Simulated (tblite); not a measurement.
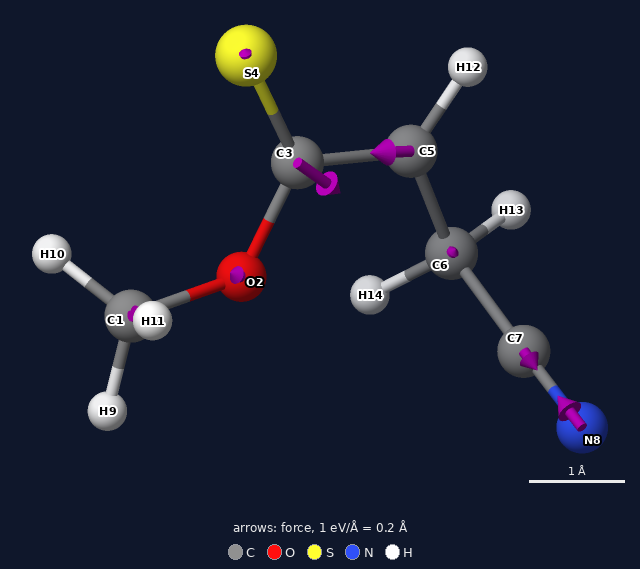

Starting geometry of C$_{5}$H$_{6}$NOS (multiplicity 2) with the computed forces as purple arrows. The picture is a ball-and-stick view, seen at a tilt.

Theory: GFN2-xTB geometry optimisation, gas phase in tblite 0.8.0. 

### Is this structure relaxed? If not, where do the atoms go?

It isn't relaxed: the largest force vector, on C3, is 3.81 eV/Å. The final displacements have little in common with the starting forces (cosine between the two patterns 0.14). The atom that moves furthest after the best rigid fit is N8 (0.81 Å). By element the largest moves are N 0.81 Å, H 0.46 Å, C 0.44 Å, S 0.23 Å, O 0.19 Å. Near-neighbour distances that change, for instance: C3–C5 1.478 → 1.367 Å, C3–S4 1.645 → 1.707 Å, C1–O2 1.451 → 1.411 Å, C6–C7 1.473 → 1.447 Å. Bond angles that change, for instance: O2–C3–C5 109.1° → 118.9°, S4–C3–C5 125.7° → 119.5°, H10–C1–H11 112.6° → 108.8°. Groups turn about C5–C6 by about 25°. Over 114 geometry steps the energy falls by 9.55 kcal/mol. The run took 0.58 s on 1 thread of Arm Neoverse V2 (shared host).
